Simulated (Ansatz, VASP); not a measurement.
## Cross-check of BAs between VASP and Ansatz

One calculation is typed for both programs; each brings its own data sets and cutoff. How far apart do they land?

Main program and level: Ansatz 0.2.0; plane waves, with VASP 6.6.1 beside it; band structure at PBE.

### Step 1. Set-up

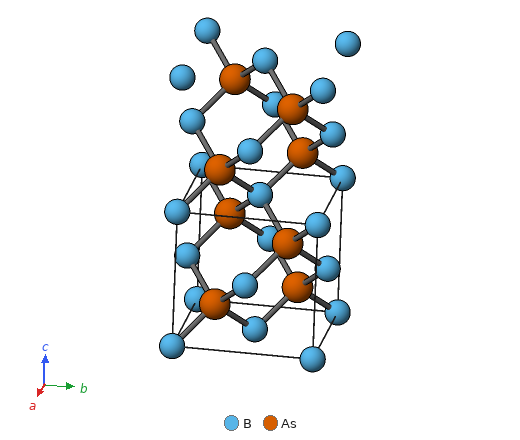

Start, viewed slightly off an axis; boron blue, arsenic orange. 1×1×2 cells are drawn. This picture shows the conventional cell, with its axes. Bonds to atoms that aren't drawn are left out. Some periodic images of atoms are drawn too.

Coordinates:

```cif
data_structure
_symmetry_space_group_name_H-M 'F-43m'
_symmetry_Int_Tables_number 216
_cell_length_a 4.7770
_cell_length_b 4.7770
_cell_length_c 4.7770
_cell_angle_alpha 90.000
_cell_angle_beta 90.000
_cell_angle_gamma 90.000
_cell_volume 109.01
loop_
_atom_site_label
_atom_site_type_symbol
_atom_site_symmetry_multiplicity
_atom_site_Wyckoff_symbol
_atom_site_fract_x
_atom_site_fract_y
_atom_site_fract_z
_atom_site_occupancy
B1 B 4 a 0.00000 0.00000 0.00000 1
As1 As 4 d 0.25000 0.25000 0.75000 1
```

### Step 2. Ansatz: band structure, PBE

Ansatz runs on its default PAW (the set named soft_2) files.

The same path points are solved in both programs, so levels can be compared one by one.

input.yaml reads:

```yaml
crystal:
  lattice:
    - [0.0, 2.3885, 2.3885]
    - [2.3885, 0.0, 2.3885]
    - [2.3885, 2.3885, 0.0]
  atoms:
    - { symbol: B, position: [0.0, 0.0, 0.0] }
    - { symbol: As, position: [0.25, 0.25, 0.25] }
hamiltonian:
  xc: pbe
  pseudopotentials: { kind: paw }
kpoints:
  mp_grid: { grid: [4, 4, 4] }
  band_path:
    path:
      - [0.0, 0.0, 0.0]
      - [0.18182, 0.0, 0.18182]
      - [0.36364, 0.0, 0.36364]
      - [0.40909, 0.0, 0.40909]
      - [0.5, 0.0, 0.5]
      - [0.5, 0.09091, 0.59091]
      - [0.5, 0.18182, 0.68182]
      - [0.5, 0.25, 0.75]
      - [0.45455, 0.29545, 0.75]
      - [0.40909, 0.34091, 0.75]
      - [0.375, 0.375, 0.75]
      - [0.20455, 0.20455, 0.40909]
      - [0.06818, 0.06818, 0.13636]
      - [0.04545, 0.04545, 0.04545]
      - [0.22727, 0.22727, 0.22727]
      - [0.40909, 0.40909, 0.40909]
      - [0.51136, 0.47727, 0.51136]
      - [0.55682, 0.38636, 0.55682]
      - [0.60227, 0.29545, 0.60227]
      - [0.61364, 0.25, 0.63636]
      - [0.56818, 0.25, 0.68182]
      - [0.51136, 0.25, 0.73864]
      - [0.5, 0.29545, 0.70455]
      - [0.5, 0.38636, 0.61364]
      - [0.5, 0.47727, 0.52273]
      - [0.47727, 0.47727, 0.54545]
      - [0.43182, 0.43182, 0.63636]
      - [0.38636, 0.38636, 0.72727]
      - [0.60227, 0.20455, 0.60227]
      - [0.55682, 0.11364, 0.55682]
      - [0.5, 0.0, 0.5]
    npoints: 1
scf:
  occupations: { method: gaussian, width: 0.01 }
  n_extra_bands: 7
output:
  forces: true
  stress: true
  eigenvalues: true
  write_density: true
  write_potential: true
  elf: true
  volumetric_format: npy
```

Command:

```
$ ansatz run input.yaml --threads 2 --pin off --max-ram 4608MiB --backend cpu --events-out ev --progress --plain --runs-dir out
```

Numbers of over 12 decimals in the logs are rounded to 6 here.

Output:

```text
scf.n_extra_bands = 7 over 9 filled bands (N_el = 18.0): the run solves 16 bands
Engine: ansatz 0.2.0, x86_64-unknown-linux-gnu
Pseudopotentials: kind: paw
Pseudopotential: B, paw, valence charge 3, recommended cutoff 420 eV (normal), B.paw.azcp
Pseudopotential: As, paw, valence charge 15, recommended cutoff 420 eV (normal), As.paw.azcp
Functional definition: PBE
  parameter kappa = 0.804
  parameter beta = 0.066725
  exchange = pbe_x(kappa = kappa, mu = beta*pi^2/3)
  correlation = pbe_c(beta = beta)
Crystal: 2 atoms, lattice volume = 27.252 Å³
Basis set: ecut = 420 eV, 531 PW (Γ), exchange–correlation on 48×48×48 points (8 copies of the dense FFT grid, shifted against one another)
Bands: 16, of which v1, the nominal top of the filled ones, is band 9 counted from 1 (8 counted from 0)
Symmetry: 24 space group operations
Space group: F-43m (ITA 216), of the structure as read, at distance tolerance 3.0e-5 Å
k-points: 8 of 64 (time reversal used)
Non-local potential: B, projectors of the file, l = 0: 2, l = 1: 2, l = 2: 1
Non-local potential: As, projectors of the file, l = 0: 2, l = 1: 2, l = 2: 3, l = 3: 1
PAW form: soft (Blöchl's): semilocal exchange-correlation on the pseudo side does not see the compensation charge
PAW one-centre angular grid: B, 110 points (default); XC on 64 Gauss nodes
PAW one-centre angular grid: As, 590 points (default); XC on 64 Gauss nodes
Initial density: superposition of atomic densities (neutral atoms: chi_scale 0, normalization atom), corrected by the library's trained network
Initial wavefunctions: pseudopotential atomic-orbital guess
Functional: x = pbe(κ = 0.804, μ = 0.219515), c = pbe(β = 0.066725)
SCF iter   1: F=—  HF=-5011.922527 eV  |F-HF|=—  |Δ(HF+E_count)|=         —  Δρ=2.35e-3  dr2=1.86e-3  ethr=1.77e-3  ⟨swp⟩=6.0  Hψ=696  notcnv=0
preconditioner: auto → none  [insulator: Δε(μ)=1.443 eV  Ē_g=15.662 eV  σ=0.010 eV  W_gap=1.00  n_scr=8 (ndim 8)  ℏωp=20.1 eV  f_vac=0.001  D(μ)=0.00/eV (n_scr^D=0)  ε∞_Penn≈2.7]
SCF iter   2: F=—  HF=-5011.922136 eV  |F-HF|=—  |Δ(HF+E_count)|=   3.92e-4  Δρ=1.19e-3  dr2=4.36e-4  ethr=1.03e-5  ⟨swp⟩=2.1  Hψ=249  notcnv=0  defer=20
SCF iter   3: F=—  HF=-5011.922144 eV  |F-HF|=—  |Δ(HF+E_count)|=   7.61e-6  Δρ=2.36e-4  dr2=2.10e-5  ethr=2.42e-6  ⟨swp⟩=2.5  Hψ=210  notcnv=0  defer=20
SCF iter   4: F=—  HF=-5011.922123 eV  |F-HF|=—  |Δ(HF+E_count)|=   2.05e-5  Δρ=1.02e-4  dr2=2.93e-6  ethr=1.17e-7  ⟨swp⟩=2.0  Hψ=180  notcnv=0  defer=20
iter 5 did not close the SCF: its close was put off for the readings that it lacked (scf_convergence_deferred on its scf_iter line)
SCF iter   5: F=-5011.922123 eV  HF=-5011.922123 eV  |F-HF|=8.17e-8  |Δ(HF+E_count)|=   1.87e-7  Δρ=1.67e-5  dr2=5.71e-8  ethr=1.63e-8  ⟨swp⟩=2.6  Hψ=177  notcnv=0  defer=20
SCF iter   6: F=-5011.922123 eV  HF=-5011.922123 eV  |F-HF|=7.59e-9  |Δ(HF+E_count)|=   1.02e-7  Δρ=4.46e-6  dr2=6.75e-9  ethr=3.17e-10  ⟨swp⟩=8.0  Hψ=740  notcnv=0
SCF 1 converged in 6 iterations: F = -5011.922123 eV  dr2 = 6.75e-9
  greatest PAW one-centre occupation: 0.999 electrons in one spin orbital (limit 2), on the As atom at site 1 (counted from 0), in its partial waves of l = 2
NSCF: frozen V_eff on 31 k-points
SCF converged after 6 iterations
Free energy (F): -5011.922123 eV
Harris-Foulkes:  -5011.922123 eV  (|F-HF|=7.59e-9)
Internal energy: -5011.922123 eV  (E = F + TS)
E sigma→0 (E₀):  -5011.922123 eV
Fermi energy:    11.876135 eV
--- Per-component energies (eV) ---
  E_band       = -209.399157
  E_kinetic    = 152.838597
  E_local      = -1694.949794  (includes V_loc(G=0)·N_el)
  E_nonlocal   = -657.978888
  E_hartree    = 940.832497
  E_xc         = -111.461866
  E_vxc        = -117.709504  (∫ρ·V_xc dr)
  E_paw        = -1915.427678  (= ΣΔE_a)
  E_vpaw       = 226.732998  (= ΣTr[D̂ρ^β])
  E_aug_tail   = 0.000007  (compensation charges beyond the density's cutoff)
  E_ewald      = -1725.774997
  E_smearing   = -0.000000  (= −TS)
  E_closure    = 0.000000  (closes the sum)
  Σ components = -5011.922123   (vs F -5011.922123, Δ=0.00e0)
--- Forces (eV/Å), atoms counted from 1 ---
  atom   1  B      0.00000000    -0.00000000    -0.00000000
  atom   2  As    -0.00000000    -0.00000000     0.00000000
  max |Σ_I F_I| component: 5.92e-16 eV/Å
--- Stress (GPa, compression-positive) ---
        3.368929       0.000000      -0.000000
        0.000000       3.368929       0.000000
       -0.000000       0.000000       3.368929
  P = ⅓ Tr σ = 3.3689 GPa (33.689 kbar)
--- Band table (eV; the first three rows and the last of 8) ---
  k-point 0: bands = [... 5 lower, -4.2502, 11.1650, 11.1650, 11.1650, 14.4294, 14.4294, 14.4294, 15.8417, ... 3 higher]
  k-point 1: bands = [... 5 lower, -3.2481, 6.2221, 10.0135, 10.0135, 14.2240, 15.8104, 15.8104, 19.0706, ... 3 higher]
  k-point 2: bands = [... 5 lower, -1.3782, 2.3752, 9.3407, 9.3407, 13.8497, 15.9414, 15.9414, 20.0424, ... 3 higher]
  k-point 7: bands = [... 5 lower, 0.0929, 3.1083, 5.6692, 5.9669, 16.4228, 17.1040, 17.9664, 18.1978, ... 3 higher]
```

The job ended after 1.8 s (2 threads of Intel Xeon Platinum 8375C at 2.90GHz (Ice Lake), shared host; peak memory 0.33 GiB; 1.1 s of CPU time).

Reading the cycles: dr2 is the Hartree energy of the density residual (eV), the measure of convergence; HF is the Harris–Foulkes estimate of the energy, which meets the free energy F at convergence.

### Step 3. VASP: band structure, PBE

The same cell, functional, mesh and smearing now go to VASP, with its own data sets and cutoff.

Lines of VASP's logs that name or quote its potential files are left out, and so is its time.

INCAR reads:

```
SYSTEM = BAs
PREC = Accurate
ENCUT = 340
EDIFF = 1E-08
NELM = 100
ISMEAR = 0
SIGMA = 0.01
LREAL = .FALSE.
ALGO = Normal
GGA = PE
NBANDS = 10
LORBIT = 11
LWAVE = .TRUE.
LCHARG = .FALSE.
KPAR = 8
```

POSCAR reads:

```
BAs
1.0
    0.0000000000      2.3885000000      2.3885000000
    2.3885000000      0.0000000000      2.3885000000
    2.3885000000      2.3885000000      0.0000000000
B As
1 1
Direct
    0.0000000000      0.0000000000      0.0000000000
    0.2500000000      0.2500000000      0.2500000000
```

KPOINTS reads:

```
Automatic mesh
0
Gamma
4 4 4
0 0 0
```

KPOINTS_OPT reads:

```
Line mode
12
Line-mode
Reciprocal
  0.00000000   0.00000000   0.00000000 GAMMA
  0.50000000   0.00000000   0.50000000 X

  0.50000000   0.00000000   0.50000000 X
  0.50000000   0.25000000   0.75000000 W

  0.50000000   0.25000000   0.75000000 W
  0.37500000   0.37500000   0.75000000 K

  0.37500000   0.37500000   0.75000000 K
  0.00000000   0.00000000   0.00000000 GAMMA

  0.00000000   0.00000000   0.00000000 GAMMA
  0.50000000   0.50000000   0.50000000 L

  0.50000000   0.50000000   0.50000000 L
  0.62500000   0.25000000   0.62500000 U

  0.62500000   0.25000000   0.62500000 U
  0.50000000   0.25000000   0.75000000 W

  0.50000000   0.25000000   0.75000000 W
  0.50000000   0.50000000   0.50000000 L

  0.50000000   0.50000000   0.50000000 L
  0.37500000   0.37500000   0.75000000 K

  0.62500000   0.25000000   0.62500000 U
  0.50000000   0.00000000   0.50000000 X
```

Potentials, in the order of the species: B_GW and As_GW (PBE family, release 64).

Command:

```
$ mpirun -np 8 vasp_std
```

Output:

```text
[banner, memory and clock lines left out]
running    8 mpi-ranks, on    1 nodes
 distrk:  each k-point on    1 cores,    8 groups
 distr:  one band on    1 cores,    1 groups

 POSCAR found type information on POSCAR B As
 POSCAR found :  2 types and       2 ions
|                                                                             |
|           W    W    AA    RRRRR   N    N  II  N    N   GGGG   !!!           |
|           W    W   A  A   R    R  NN   N  II  NN   N  G    G  !!!           |
|           W    W  A    A  R    R  N N  N  II  N N  N  G       !!!           |
|           W WW W  AAAAAA  RRRRR   N  N N  II  N  N N  G  GGG   !            |
|           WW  WW  A    A  R   R   N   NN  II  N   NN  G    G                |
|           W    W  A    A  R    R  N    N  II  N    N   GGGG   !!!           |
|                                                                             |
|     For optimal performance we recommend to set                             |
|       NCORE = 2 up to number-of-cores-per-socket                            |
|     NCORE specifies how many cores store one orbital (NPAR=cpu/NCORE).      |
|     This setting can greatly improve the performance of VASP for DFT.       |
|     The default, NCORE=1 might be grossly inefficient on modern             |
|     multi-core architectures or massively parallel machines. Do your        |
|     Unfortunately you need to use the default for GW and RPA                |
|     calculations (for HF NCORE is supported but not extensively tested      |
|     yet).                                                                   |
|                                                                             |

 LDA part: xc-table for (Slater+PW92), standard interpolation
 POSCAR, INCAR and KPOINTS ok, starting setup
 FFT: planning ... GRIDC
 FFT: planning ... GRID_SOFT
 FFT: planning ... GRID
 WAVECAR not read
 entering main loop
       N       E                     dE             d eps       ncg     rms          rms(c)
DAV:   1     0.118093416752E+02    0.11809E+02   -0.31488E+03   160   0.562E+02
DAV:   2    -0.113920672409E+02   -0.23201E+02   -0.21390E+02   254   0.115E+02
DAV:   3    -0.119181062803E+02   -0.52604E+00   -0.52557E+00   196   0.150E+01
DAV:   4    -0.119212718738E+02   -0.31656E-02   -0.31654E-02   230   0.146E+00
DAV:   5    -0.119212811245E+02   -0.92507E-05   -0.92505E-05   190   0.550E-02    0.412E+00
DAV:   6    -0.112900356098E+02    0.63125E+00   -0.18749E+00   234   0.709E+00    0.175E+00
DAV:   7    -0.112282848365E+02    0.61751E-01   -0.18252E-01   210   0.237E+00    0.773E-01
DAV:   8    -0.112205996809E+02    0.76852E-02   -0.23284E-02   182   0.965E-01    0.827E-02
DAV:   9    -0.112210376481E+02   -0.43797E-03   -0.78054E-04   196   0.177E-01    0.454E-02
DAV:  10    -0.112212088527E+02   -0.17120E-03   -0.25186E-04   188   0.111E-01    0.948E-03
DAV:  11    -0.112212076859E+02    0.11668E-05   -0.97799E-06   188   0.179E-02    0.446E-03
DAV:  12    -0.112212085152E+02   -0.82930E-06   -0.26217E-06   190   0.109E-02    0.669E-04
DAV:  13    -0.112212085030E+02    0.12168E-07   -0.74807E-08   190   0.190E-03    0.328E-04
DAV:  14    -0.112212086483E+02   -0.14530E-06   -0.14364E-08   162   0.657E-04    0.763E-05
DAV:  15    -0.112212086293E+02    0.19018E-07   -0.14090E-09   116   0.255E-04    0.298E-05
DAV:  16    -0.112212086096E+02    0.19716E-07   -0.22521E-10   110   0.112E-04    0.638E-06
DAV:  17    -0.112212086120E+02   -0.24230E-08   -0.14865E-11   110   0.354E-05
   1 F= -.11221209E+02 E0= -.11221209E+02  d E =-.239161E-50
 Start KPOINTS_OPT (optional k-point list driver)
k-point batch [1-8\120]
       N       E                     dE             ncg
DAV:   1     0.259353676134E+03   -0.27811E+03      160
DAV:   2     0.785218575335E+02   -0.18083E+03      260
DAV:   3     0.729185534242E+02   -0.56033E+01      184
DAV:   4     0.728737789268E+02   -0.44774E-01      206
DAV:   5     0.728729521824E+02   -0.82674E-03      186
DAV:   6     0.728729301903E+02   -0.21992E-04      228
DAV:   7     0.728729295247E+02   -0.66554E-06      188
DAV:   8     0.728729294944E+02   -0.30331E-07      190
DAV:   9     0.728729294925E+02   -0.18751E-08      126
[...]
k-point batch [113-120\120]
       N       E                     dE             ncg
DAV:   1     0.958146244817E+02   -0.20385E+04      160
DAV:   2    -0.528574356342E+02   -0.14867E+03      268
DAV:   3    -0.548791270244E+02   -0.20217E+01      220
DAV:   4    -0.548838529911E+02   -0.47260E-02      236
DAV:   5    -0.548838844042E+02   -0.31413E-04      222
DAV:   6    -0.548838844728E+02   -0.68601E-07      220
DAV:   7    -0.548838844737E+02   -0.96402E-09      232
 writing wavefunctions
```

Parts of OUTCAR (step 3):

```text
ion  position               nearest neighbor table
   1  0.000  0.000  0.000-   2 2.07   2 2.07   2 2.07   2 2.07
   2  0.250  0.250  0.250-   1 2.07   1 2.07   1 2.07   1 2.07

  LATTYP: Found a face centered cubic cell.
 ALAT       =     4.7770000000

 Subroutine GETGRP returns: Found 24 space group operations
 (whereof 24 operations were pure point group operations)

The static configuration has the point symmetry T_d .

 Found      8 irreducible k-points:

   k-points           NKPTS =      8   k-points in BZ     NKDIM =      8   number of bands    NBANDS=     10

   dimension x,y,z NGX =    20 NGY =   20 NGZ =   20
   dimension x,y,z NGXF=    40 NGYF=   40 NGZF=   40

   ENCUT  =  340.0 eV  24.99 Ry    5.00 a.u.   5.08  5.08  5.08*2*pi/ulx,y,z

   NELECT =       8.0000    total number of electrons

 k-points in reciprocal lattice and weights: Automatic mesh
   0.00000000  0.00000000  0.00000000       0.016
   0.25000000  0.00000000  0.00000000       0.125
   0.50000000  0.00000000  0.00000000       0.062
   0.25000000  0.25000000  0.00000000       0.094
   0.50000000  0.25000000  0.00000000       0.375
  -0.25000000  0.25000000  0.00000000       0.188
   0.50000000  0.50000000  0.00000000       0.047
  -0.25000000  0.50000000  0.25000000       0.094

 average (electrostatic) potential at core
       1 -26.6777       2 -48.6973

 E-fermi :   6.3123

 k-point     1 :       0.0000    0.0000    0.0000
  band No.  band energies     occupation
      1      -9.2128      2.00000
      2       6.2082      2.00000
      3       6.2082      2.00000
      4       6.2082      2.00000
      5       9.4600      0.00000
      6       9.4600      0.00000
      7       9.4600      0.00000
      8      10.8657      0.00000
      9      15.7677      0.00000
    ...

 k-point     2 :       0.2500    0.0000    0.0000
  band No.  band energies     occupation
      1      -8.2101      2.00000
      2       1.2568      2.00000
      3       5.0546      2.00000
      4       5.0546      2.00000
      5       9.2513      0.00000
      6      10.8380      0.00000
      7      10.8380      0.00000
      8      14.0956      0.00000
      9      17.4094      0.00000
    ...

 k-point     3 :       0.5000    0.0000    0.0000
  band No.  band energies     occupation
      1      -6.3374      2.00000
      2      -2.5969      2.00000
      3       4.3806      2.00000
      4       4.3806      2.00000
      5       8.8770      0.00000
      6      10.9633      0.00000
      7      10.9633      0.00000
      8      15.0601      0.00000
      9      18.9166      0.00000
    ...

  Total        0.5942043      0.5942043      0.5942043      0.0000000      0.0000000      0.0000000
  in kB       34.9333821     34.9333821     34.9333821      0.0000000      0.0000000      0.0000000
  external PRESSURE =      34.9333821 kB  Pullay stress =       0.0000000 kB

  energy-cutoff  :      340.00
  volume of cell :       27.25
      direct lattice vectors                 reciprocal lattice vectors
     0.000000000  2.388500000  2.388500000    -0.209336404  0.209336404  0.209336404
     2.388500000  0.000000000  2.388500000     0.209336404 -0.209336404  0.209336404
     2.388500000  2.388500000  0.000000000     0.209336404  0.209336404 -0.209336404

 POSITION                                       TOTAL-FORCE (eV/Angst)
 -----------------------------------------------------------------------------------
      0.00000      0.00000      0.00000         0.000000     -0.000000      0.000000
      1.19425      1.19425      1.19425        -0.000000      0.000000     -0.000000
 -----------------------------------------------------------------------------------
    total drift:                                0.000001      0.000001      0.000000

  FREE ENERGIE OF THE ION-ELECTRON SYSTEM (eV)
  ---------------------------------------------------
  free  energy   TOTEN  =       -11.2212086120 eV

  energy  without entropy=      -11.2212086120  energy(sigma->0) =      -11.22120861

 total charge
# of ion       s       p       d       tot
------------------------------------------
    1        0.621   1.142   0.000   1.763
    2        1.141   1.644   0.086   2.871
--------------------------------------------------
tot          1.762   2.786   0.086   4.635

[... 3 further parts left out ...]
```

The run ends at a pressure of 3.49 GPa.

### Step 4. Comparison

Known differences besides the PAW data sets themselves: the data sets hold 18 valence electrons in Ansatz (default PAW (the set named soft_2) files) and 8 in VASP; the cutoff is 420 eV in Ansatz and 340 eV in VASP; VASP leaves aspherical gradient terms in its spheres out (LASPH is not set), Ansatz keeps them. Total energies have different zeros and are not compared.

Compared:

```
                     quantity  Ansatz   VASP  difference
gap over the path points (eV)   1.172  1.156      +0.016
```

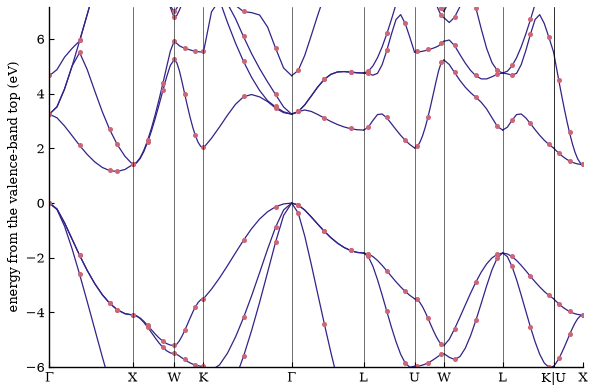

Bands from VASP (lines) and levels from Ansatz (dots). Dots without a line are higher empty bands that the VASP plot leaves out.

Levels at points of the path, from each program's valence-band top (eV; 3 filled, then empty):

```
k (reciprocal lattice)                             Ansatz                               VASP
     0.000 0.000 0.000      0.00 0.00 0.00 3.26 3.26 3.26      0.00 0.00 0.00 3.25 3.25 3.25
     0.182 0.000 0.182   -2.61 -1.91 -1.91 2.12 5.52 5.95   -2.61 -1.91 -1.91 2.10 5.50 5.93
     0.364 0.000 0.364   -6.59 -3.67 -3.67 1.20 2.69 9.76   -6.60 -3.67 -3.67 1.18 2.67 9.72
     0.409 0.000 0.409  -7.49 -3.90 -3.90 1.17 2.15 10.56  -7.50 -3.90 -3.90 1.16 2.13 10.53
     0.500 0.000 0.500  -8.53 -4.08 -4.08 1.42 1.44 11.39  -8.54 -4.09 -4.09 1.40 1.42 11.35
     0.500 0.091 0.591  -8.41 -4.53 -4.47 2.25 2.31 10.44  -8.43 -4.54 -4.47 2.23 2.30 10.40
     0.500 0.182 0.682   -8.16 -5.26 -5.04 4.12 4.38 8.27   -8.18 -5.27 -5.05 4.10 4.36 8.24
     0.500 0.250 0.750   -8.06 -5.50 -5.20 5.26 5.94 6.80   -8.07 -5.51 -5.21 5.23 5.92 6.78
     0.455 0.295 0.750   -8.08 -5.72 -4.64 4.00 5.69 7.59   -8.09 -5.73 -4.65 3.98 5.66 7.57
     0.409 0.341 0.750   -8.13 -5.91 -3.78 2.47 5.57 8.72   -8.14 -5.92 -3.79 2.46 5.55 8.69
```

Among the levels compared (up to four filled and three empty ones at each point), filled levels agree within 18 meV and empty ones within 41 meV.

### Step 5. Outcome

* difference in gap over the path points (band structure, PBE): 0.016 eV

What this shows: The difference in gap over the path points is 0.016 eV (band structure, PBE), within the 0.08 eV picked in this series as the mark of a large difference. Differences of this kind measure data sets and numerical settings, not the functional's error against experiment.

[Lines on the potential files, build, host, timing and source positions are cut from VASP's logs without a mark.]

[Logs are printed without paths, hosts, clocks, repeated set-up lines and the standing remarks that a program may print on its own settings, such as how far it seeks lower states.]

[Hosts, paths, dates, database ids (printed as entryN), source tags and the programs' standing remarks are cut or masked in the printed files.]
